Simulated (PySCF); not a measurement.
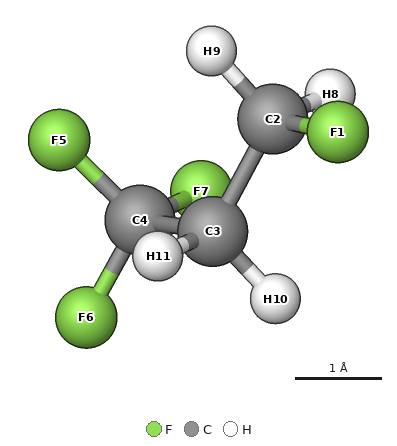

Fig. 1: The input geometry of run 1 (ball-and-stick view, seen at a tilt; atoms are numbered from 1 in the order of the input).

**Two runs on C$_{3}$H$_{4}$F$_{4}$**

System: C$_{3}$H$_{4}$F$_{4}$ (1,1,1,3-tetrafluoropropane).
Method of run 1: GIAO PBE0/pcSseg-1 NMR shielding, non-relativistic, gas phase (PySCF 2.14.0).

The geometry comes from this level: GFN2-xTB, NEB image 0 of 0 to 8. Text and figures count atoms from 1; the logs count them from 0 in places.

### Input file, run 1
```
{"job": {"kind": "nmr", "xc": "PBE0", "basis": "pcSseg-1", "pop": false}, "charge": 0, "multiplicity": 1}
F      2.414200    -0.272800    -0.113200
C      1.223300     0.378000     0.052800
C      0.076900    -0.614200    -0.134700
C     -1.259700     0.075800     0.040100
F     -1.396300     0.620400     1.258300
F     -2.284800    -0.769800    -0.120200
F     -1.438700     1.070400    -0.842000
H      1.185300     1.177600    -0.694200
H      1.224600     0.801100     1.062600
H      0.112400    -1.046300    -1.136800
H      0.148400    -1.417600     0.601400
```

The first line tells a small driver script what to run in PySCF; the rest is the geometry in Å.

Launched with:
```bash
OMP_NUM_THREADS=1 python <driver script> task.json out
```

Hardware: 1 CPU thread, shared host.

### Output (run 1)
```
coarse grid: 10088 points
cycle   1  E = -515.3387954671  dE =  9.807e-01  |g| = 9.520e-01  |ddm| = 2.737e+00
cycle   2  E = -515.1883694540  dE =  1.504e-01  |g| = 1.414e+00  |ddm| = 1.206e+00
cycle   3  E = -515.4868569331  dE = -2.985e-01  |g| = 6.104e-02  |ddm| = 7.471e-01
cycle   4  E = -515.4873720844  dE = -5.152e-04  |g| = 3.541e-02  |ddm| = 5.950e-02
cycle   5  E = -515.4876412543  dE = -2.692e-04  |g| = 5.303e-03  |ddm| = 2.663e-02
cycle   6  E = -515.4876454194  dE = -4.165e-06  |g| = 2.055e-03  |ddm| = 3.463e-03
final grid: 101528 points
cycle   7  E = -515.5537643707  dE = -4.353e-05  |g| = 8.298e-03  |ddm| = 2.122e-02
cycle   8  E = -515.5537535283  dE =  1.084e-05  |g| = 1.187e-02  |ddm| = 1.197e-02
cycle   9  E = -515.5537776434  dE = -2.412e-05  |g| = 7.626e-04  |ddm| = 6.734e-03
cycle  10  E = -515.5537777472  dE = -1.037e-07  |g| = 1.997e-04  |ddm| = 6.968e-04
cycle  11  E = -515.5537777540  dE = -6.842e-09  |g| = 4.729e-05  |ddm| = 1.458e-04
cycle  12  E = -515.5537777544  dE = -3.548e-10  |g| = 1.477e-05  |ddm| = 3.781e-05
converged SCF energy = -515.5537777544

GIAO shielding tensors (ppm)
atom      isotropic    diamagn.    paramagn.     s11        s22        s33       span
  0 F      430.467     469.673     -39.207    397.111    425.753    468.536     71.425
  1 C      105.809     242.404    -136.595     68.770     82.791    165.865     97.095
  2 C      147.057     250.807    -103.750    125.459    143.880    171.832     46.373
  3 C       53.174     241.326    -188.152     51.108     51.977     56.436      5.328
  4 F      257.567     474.225    -216.658    166.137    265.897    340.667    174.529
  5 F      247.501     471.523    -224.022    157.913    244.351    340.239    182.326
  6 F      257.606     474.217    -216.611    166.168    265.958    340.691    174.523
  7 H       26.701      28.627      -1.926     21.929     28.320     29.853      7.924
  8 H       26.701      28.629      -1.927     21.934     28.322     29.848      7.914
  9 H       29.078      29.535      -0.457     25.807     28.442     32.986      7.178
 10 H       29.074      29.534      -0.460     25.804     28.434     32.985      7.181
```

The input of run 2 differs as follows (lines with − go, lines with + come):
```diff
-F      2.414200    -0.272800    -0.113200
-C      1.223300     0.378000     0.052800
-C      0.076900    -0.614200    -0.134700
-C     -1.259700     0.075800     0.040100
-F     -1.396300     0.620400     1.258300
-F     -2.284800    -0.769800    -0.120200
-F     -1.438700     1.070400    -0.842000
-H      1.185300     1.177600    -0.694200
-H      1.224600     0.801100     1.062600
-H      0.112400    -1.046300    -1.136800
-H      0.148400    -1.417600     0.601400
+F      2.419500    -0.295200    -0.051800
+C      1.227100     0.297500     0.253600
+C      0.082600    -0.542900    -0.312300
+C     -1.268200     0.101400    -0.023900
+F     -1.161200     1.279000     0.612800
+F     -2.048600    -0.668600     0.745700
+F     -1.959300     0.347900    -1.144400
+H      1.240900     1.299500    -0.187200
+H      1.170100     0.368500     1.344900
+H      0.201000    -0.643500    -1.393700
+H      0.101700    -1.541000     0.130500
```

What does this change do to the results?

With the same method and basis, run 2 lies 3.2 kcal/mol higher. The LUMO goes from 1.56 to 1.40 eV. Of all shieldings, the largest change is that of F7, by −22.4 ppm. The number of SCF iterations is the same.

### Output (run 2)
```
coarse grid: 10088 points
cycle   1  E = -515.3311558801  dE =  9.796e-01  |g| = 9.553e-01  |ddm| = 2.741e+00
cycle   2  E = -515.1790680670  dE =  1.521e-01  |g| = 1.420e+00  |ddm| = 1.208e+00
cycle   3  E = -515.4804973603  dE = -3.014e-01  |g| = 6.083e-02  |ddm| = 7.446e-01
cycle   4  E = -515.4810072866  dE = -5.099e-04  |g| = 3.566e-02  |ddm| = 5.925e-02
cycle   5  E = -515.4812812851  dE = -2.740e-04  |g| = 5.220e-03  |ddm| = 2.625e-02
cycle   6  E = -515.4812852893  dE = -4.004e-06  |g| = 2.061e-03  |ddm| = 3.380e-03
final grid: 101528 points
cycle   7  E = -515.5486266612  dE = -4.585e-05  |g| = 8.113e-03  |ddm| = 2.075e-02
cycle   8  E = -515.5486165467  dE =  1.011e-05  |g| = 1.156e-02  |ddm| = 1.159e-02
cycle   9  E = -515.5486392987  dE = -2.275e-05  |g| = 7.601e-04  |ddm| = 6.478e-03
cycle  10  E = -515.5486393987  dE = -9.993e-08  |g| = 2.030e-04  |ddm| = 6.836e-04
cycle  11  E = -515.5486394057  dE = -7.081e-09  |g| = 4.991e-05  |ddm| = 1.577e-04
cycle  12  E = -515.5486394061  dE = -4.040e-10  |g| = 1.593e-05  |ddm| = 3.881e-05
converged SCF energy = -515.5486394061

GIAO shielding tensors (ppm)
atom      isotropic    diamagn.    paramagn.     s11        s22        s33       span
  0 F      427.993     469.603     -41.610    393.412    430.329    460.239     66.827
  1 C      106.381     241.879    -135.498     67.818     81.496    169.830    102.012
  2 C      145.342     251.587    -106.245    122.794    134.235    178.996     56.202
  3 C       53.441     240.249    -186.808     51.681     53.626     55.016      3.335
  4 F      258.858     474.727    -215.869    174.020    258.308    344.247    170.226
  5 F      236.428     472.261    -235.833    166.209    206.739    336.336    170.127
  6 F      235.239     472.180    -236.941    166.372    203.652    335.693    169.321
  7 H       26.687      28.679      -1.992     21.938     28.259     29.865      7.927
  8 H       26.702      28.633      -1.932     22.075     28.342     29.688      7.612
  9 H       28.804      29.647      -0.843     25.242     28.878     32.292      7.049
 10 H       28.799      29.615      -0.816     25.326     28.775     32.296      6.970
```

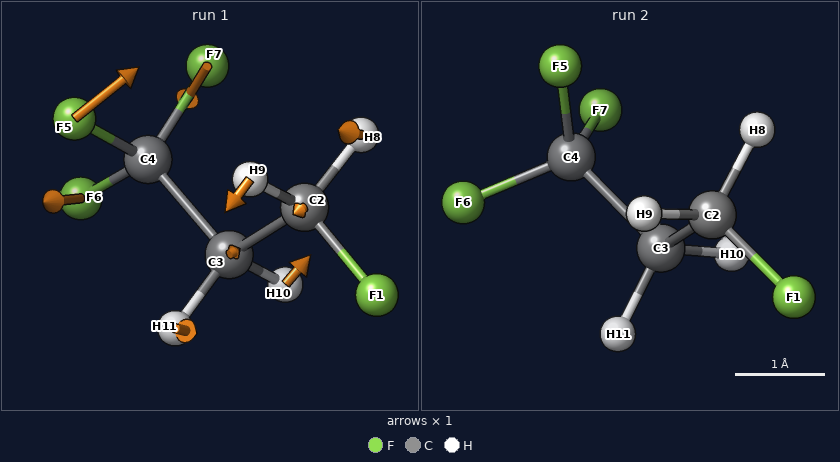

Fig. 2: The two input geometries at one scale (ball-and-stick view, seen at a tilt). The orange arrows on the first give the shifts of the atoms after the best rigid fit, at true length. F5 moves most after the best rigid fit: 0.97 Å. Largest moves by element: F 0.97 Å, H 0.50 Å, C 0.20 Å. Among the contacts that change: C3–C4 1.514 → 1.524 Å.

### The two runs side by side

```tsv
quantity	run 1	run 2
outcome	converged	converged
total energy (hartree)	−515.553778	−515.548639
HOMO (eV)	−9.96	−9.92
LUMO (eV)	1.56	1.40
dipole moment (D)	0.48	0.51
shielding of F1 (ppm)	430.5	428.0
shielding of C2 (ppm)	105.8	106.4
shielding of C3 (ppm)	147.1	145.3
shielding of F5 (ppm)	257.6	258.9
shielding of F6 (ppm)	247.5	236.4
shielding of F7 (ppm)	257.6	235.2
shielding of H11 (ppm)	29.1	28.8
SCF iterations	12	12
basis functions	139	139
wall time (shared host)	39 s	26 s
```
